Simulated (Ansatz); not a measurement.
# BO (doublet): one geometry, many settings

Aim: run BO (doublet) at one geometry under a spread of methods and options, and see what each costs and gives.

Program: Ansatz 0.2.0, Gaussian basis. Level of theory: the settings change from run to run. These are calculated values, not measurements.

16 further runs of the same task are left out: 2 for a known fault of the program, 4 that didn't finish, 10 set aside as unsound or not needed.

## (1) What is computed

The geometry is a PBE0/def2-TZVP stationary point (not a proven minimum) of the parent state, kept for this charge and spin.

2 atoms, charge 0, spin multiplicity 2.

Atoms are counted from 1 here; the program's logs count them from 0.

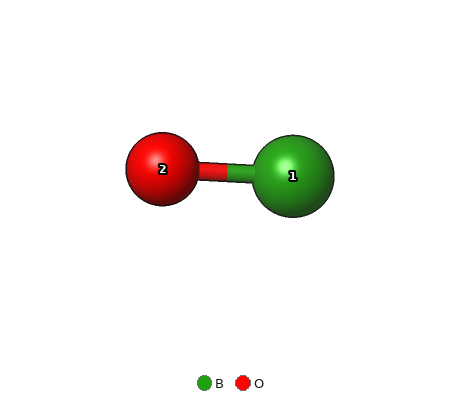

The geometry (boron green, oxygen red); atoms are numbered from 1 in the order of the file.

## (2) CISD/cc-pVTZ

Input file in.yaml:

```yaml
crystal:
  periodic: [false, false, false]
  atoms:
    - {symbol: B, position_ang: [0.000000, 0.000000, 0.000000]}
    - {symbol: O, position_ang: [0.000000, 0.000000, 1.403204]}
basis:
  gaussian: {orbitals: cc-pVTZ}
magnetization: {spin_polarized: false, initial_magnetization: 1}
correlation: {active_space: {ras: {orbitals: [4, 1, 53], electrons: 9, max_holes: 2, max_particles: 2}, fixed_orbitals: true}}
scf: {lower_state_search: off}
```

Started as:

```bash
$ ansatz run in.yaml --threads 1 --pin off --events-out ev --progress --plain --max-ram 2393MiB
```

Log:

```text
Functional definition: HF
  name "HF"
  cite "Fock, Z. Phys. 61, 126 (1930) doi:10.1007/BF01340294"
  parent pbe
  exchange = exact_x
  correlation = 0
these checks for a lower state are left out or cut short: stability, starts, cluster_reference, orbital_swaps, neighbouring_geometries, increment
369 factors; integrals over basis functions are off by at most 8.3e-4 eV
mean field evaluation 1: about -2702.8918 eV, gradient 4.0e1 eV
mean field evaluation 2: about -2702.8934 eV, gradient 4.0e1 eV
mean field evaluation 4: about -2706.9772 eV, gradient 4.3e0 eV
mean field evaluation 8: about -2707.3128 eV, gradient 4.7e-1 eV
mean field -2707.31805690 eV, -99.4921035050 hartree, gradient 4.1e-6 eV, S^2 0.750000; 0 other end points of the search recorded, 0 dependent functions left out
reference -2707.31805690 eV, -99.4921035050 hartree; 7, 6 occupied and 53, 54 virtual orbitals, 369 factors
state -2715.46619710 eV, -99.7915421344 hartree
Total energy: -2715.46619710 eV, -99.7915421344 hartree
Checks for a lower state left out: stability, starts, cluster_reference, orbital_swaps, neighbouring_geometries, increment
```

Wall time 3.4 s (1 thread of Arm Neoverse V1, shared host).

From the report: 30,790 determinants.

## (3) BCCD on ROHF/def2-SVPD

Input file in.yaml:

```yaml
crystal:
  periodic: [false, false, false]
  atoms:
    - {symbol: B, position_ang: [0.000000, 0.000000, 0.000000]}
    - {symbol: O, position_ang: [0.000000, 0.000000, 1.403204]}
basis:
  gaussian: {orbitals: def2-SVPD}
magnetization: {spin_polarized: false, initial_magnetization: 1}
hamiltonian: {pseudopotentials: {relativity: none}}
correlation: {method: bccd, electrons: outside_noble_gas}
accuracy: high
```

Same command.

Log, shortened:

```text
Functional definition: HF
  name "HF"
  cite "Fock, Z. Phys. 61, 126 (1930) doi:10.1007/BF01340294"
  parent pbe
[...]
774 factors; integrals over basis functions are off by at most 3.3e-9 eV
[...]
mean field -2704.33773840 eV, -99.3825788202 hartree, gradient 1.0e-8 eV, S^2 0.750000; 4 other end points of the search recorded, 0 dependent functions left out
[...]
determinant -2704.33773840 eV, -99.3825788202 hartree, with singles and doubles -2711.81349469 eV, -99.6573077965 hartree
determinant -2703.62817367 eV, -99.3565027973 hartree, with singles and doubles -2710.05567871 eV, -99.5927092507 hartree
2 core orbitals not correlated: weight in the atoms' cores, before any rotation towards them, 1.000 or more for the frozen orbitals, at most 0.000 for the correlated occupied ones
reference -2704.33773840 eV, -99.3825788202 hartree; 5, 4 occupied and 36, 37 virtual orbitals, 774 factors
second order -7.53167249 eV of doubles, -0.02720245 eV of singles
cycle   1  -7.33725701 eV  change   -1.7e-2 eV  update   5.1e-2
[...]
cycle  29  -7.39510607 eV  change  -8.7e-10 eV  update  8.3e-10
Total energy: -2711.73284447 eV, -99.6543439556 hartree
```

Run time: 3.6 s. Hardware: 1 thread of Arm Neoverse V1, shared host.

From the report: correlation -7.3951 eV; largest double amplitude 0.06.

## (4) CCSDT on UHF/def2-SVP

Input file in.yaml:

```yaml
crystal:
  periodic: [false, false, false]
  atoms:
    - {symbol: B, position_ang: [0.000000, 0.000000, 0.000000]}
    - {symbol: O, position_ang: [0.000000, 0.000000, 1.403204]}
basis:
  gaussian: {orbitals: def2-SVP}
magnetization: {spin_polarized: true, initial_magnetization: 1}
correlation: {method: ccsdt, electrons: outside_noble_gas}
scf: {lower_state_search: off}
```

Same command.

Log, shortened:

```text
Functional definition: HF
  name "HF"
  cite "Fock, Z. Phys. 61, 126 (1930) doi:10.1007/BF01340294"
  parent pbe
[...]
459 factors; integrals over basis functions are off by at most 1.4e-7 eV
[...]
mean field -2704.30544965 eV, -99.3813922305 hartree, gradient 2.8e-6 eV, S^2 1.000356; 0 other end points of the search recorded, 0 dependent functions left out
2 core orbitals not correlated: weight in the atoms' cores, before any rotation towards them, 1.000 or more for the frozen orbitals, at most 0.000 for the correlated occupied ones
reference -2704.30544965 eV, -99.3813922305 hartree; 5, 4 occupied and 21, 22 virtual orbitals, 459 factors
second order -6.88570505 eV of doubles, -0.00000000 eV of singles
cycle   1  -6.45836543 eV  change    4.3e-1 eV  update   1.4e-1
[...]
cycle  24  -7.52853060 eV  change   -2.9e-7 eV  update   4.0e-7
Total energy: -2711.83398025 eV, -99.6580606271 hartree
Checks for a lower state left out: stability, starts, cluster_reference, orbital_swaps, neighbouring_geometries, increment
```

Wall time 2.7 s (1 thread of Arm Neoverse V1, shared host).

From the report: ⟨S²⟩ of the determinant 1.000 (pure doublet: 0.75); correlation -7.5285 eV; T1 0.067; largest double amplitude 0.10.

## (5) CASSCF(3,3)/STO-3G

Input file in.yaml:

```yaml
crystal:
  periodic: [false, false, false]
  atoms:
    - {symbol: B, position_ang: [0.000000, 0.000000, 0.000000]}
    - {symbol: O, position_ang: [0.000000, 0.000000, 1.403204]}
basis:
  gaussian: {orbitals: STO-3G}
magnetization: {spin_polarized: false, initial_magnetization: 1}
correlation: {active_space: {window: {electrons: 3, orbitals: 3}, states: [{multiplicity: 2, weights: [0.5, 1]}]}}
```

Launched as before.

Log:

```text
Functional definition: HF
  name "HF"
  cite "Fock, Z. Phys. 61, 126 (1930) doi:10.1007/BF01340294"
  parent pbe
  exchange = exact_x
  correlation = 0
149 factors; integrals over basis functions are off by at most 3.2e-8 eV
mean field evaluation 1: about -2664.3293 eV, gradient 3.1e1 eV
mean field evaluation 2: about -2664.3491 eV, gradient 3.1e1 eV
mean field evaluation 4: about -2668.8254 eV, gradient 2.8e0 eV
mean field evaluation 8: about -2669.1823 eV, gradient 2.5e-1 eV
mean field evaluation 16: about -2669.1765 eV, gradient 8.2e-7 eV
mean field evaluation 32: about -2668.9722 eV, gradient 3.3e-2 eV
mean field -2669.17654008 eV, -98.0904286150 hartree, gradient 8.2e-7 eV, S^2 0.750000; 4 other end points of the search recorded, 0 dependent functions left out
reference -2669.17654008 eV, -98.0904286150 hartree; 7, 6 occupied and 3, 4 virtual orbitals, 149 factors
state -2670.33701185 eV, -98.1330751661 hartree
state -2669.46016531 eV, -98.1008516502 hartree
Total energy: -2669.75244749 eV, -98.1115928222 hartree
```

Run time: 0.15 s. Hardware: 1 thread of Arm Neoverse V1, shared host.

From the report: 9 determinants; active occupations (of the averaged states) 1.60, 1.20, 0.20.

## (6) CISD/def2-SVPD

Input file in.yaml:

```yaml
crystal:
  periodic: [false, false, false]
  atoms:
    - {symbol: B, position_ang: [0.000000, 0.000000, 0.000000]}
    - {symbol: O, position_ang: [0.000000, 0.000000, 1.403204]}
basis:
  gaussian: {orbitals: def2-SVPD, fitting: {mean_field: def2-universal-jkfit}}
magnetization: {spin_polarized: false, initial_magnetization: 1}
correlation: {active_space: {ras: {orbitals: [6, 1, 36], electrons: 13, max_holes: 2, max_particles: 2}, fixed_orbitals: true}}
accuracy: high
output: {forces: true}
```

The command is unchanged.

Log, shortened:

```text
Functional definition: HF
  name "HF"
  cite "Fock, Z. Phys. 61, 126 (1930) doi:10.1007/BF01340294"
  parent pbe
[...]
152 factors; integrals over basis functions are off by at most 2.4e-1 eV
[...]
mean field -2704.33589487 eV, -99.3825110718 hartree, gradient 3.5e-9 eV, S^2 0.750000; 4 other end points of the search recorded, 0 dependent functions left out
reference -2704.33589487 eV, -99.3825110718 hartree; 7, 6 occupied and 36, 37 virtual orbitals, 152 factors
state -2711.42260398 eV, -99.6429428279 hartree
[...]
Total energy: -2711.42260398 eV, -99.6429428279 hartree
Atom 0 at     0.000000     0.000000     0.000000 Å, force     0.000000    -0.000000     9.995488 eV/Å
Atom 1 at     0.000000     0.000000     1.403204 Å, force    -0.000000     0.000000    -9.995488 eV/Å
Dipole moment:    -0.000000    -0.000000    -0.645968 e Å
```

Wall time 5.5 s (1 thread of Arm Neoverse V1, shared host).

From the report: 33,277 determinants.

## (7) NEVPT2(7,6)/cc-pVDZ

Input file in.yaml:

```yaml
crystal:
  periodic: [false, false, false]
  atoms:
    - {symbol: B, position_ang: [0.000000, 0.000000, 0.000000]}
    - {symbol: O, position_ang: [0.000000, 0.000000, 1.403204]}
basis:
  gaussian: {orbitals: cc-pVDZ}
magnetization: {spin_polarized: false, initial_magnetization: 1}
correlation: {method: sc_nevpt2, electrons: valence, active_space: {window: {electrons: 7, orbitals: 6}}}
```

The command is unchanged.

Log:

```text
Functional definition: HF
  name "HF"
  cite "Fock, Z. Phys. 61, 126 (1930) doi:10.1007/BF01340294"
  parent pbe
  exchange = exact_x
  correlation = 0
260 factors; integrals over basis functions are off by at most 6.7e-4 eV
mean field evaluation 1: about -2702.2740 eV, gradient 3.8e1 eV
mean field evaluation 2: about -2702.2756 eV, gradient 3.8e1 eV
mean field evaluation 4: about -2706.2292 eV, gradient 3.9e0 eV
mean field evaluation 8: about -2706.5467 eV, gradient 5.1e-1 eV
mean field evaluation 16: about -2705.8782 eV, gradient 4.1e0 eV
mean field -2706.55256650 eV, -99.4639722516 hartree, gradient 1.7e-6 eV, S^2 0.750000; 4 other end points of the search recorded, 0 dependent functions left out
reference -2706.55256650 eV, -99.4639722516 hartree; 7, 6 occupied and 21, 22 virtual orbitals, 260 factors
state -2709.03993416 eV, -99.5553813271 hartree
state -2709.03993416 eV, -99.5553813271 hartree; corrected -2713.63077857 eV, -99.7240917475 hartree
Total energy: -2713.63077857 eV, -99.7240917475 hartree
```

It took 0.42 s on 1 thread of Arm Neoverse V1, shared host.

From the report: 76 determinants; active occupations 1.98, 1.93, 1.93, 1.01, 0.07, 0.07.

## (8) The runs in one table

```tsv
level	correlated	functions	energy (eV)	time
CISD/cc-pVTZ	outside noble gas	60	-2715.4662	3.4 s
BCCD on ROHF/def2-SVPD	outside noble gas	43	-2711.7328	3.6 s
CCSDT on UHF/def2-SVP	outside noble gas	28	-2711.8340	2.7 s
CASSCF(3,3)/STO-3G (mean of several states)		10	-2669.7524	0.15 s
CISD/def2-SVPD	all	43	-2711.4226	5.5 s
NEVPT2(7,6)/cc-pVDZ	valence	28	-2713.6308	0.42 s
```

## (9) Summary of results

```
quantity                                                value
    runs                                                    6
quickest  CASSCF(3,3)/STO-3G (mean of several states), 0.15 s
 slowest                                CISD/def2-SVPD, 5.5 s
```

What this shows: Total energies in different bases, with other cores or another treatment of relativity can't be set against each other. CISD/def2-SVPD took 37 times as long as CASSCF(3,3)/STO-3G (mean of several states); the jobs differ in more than the method.
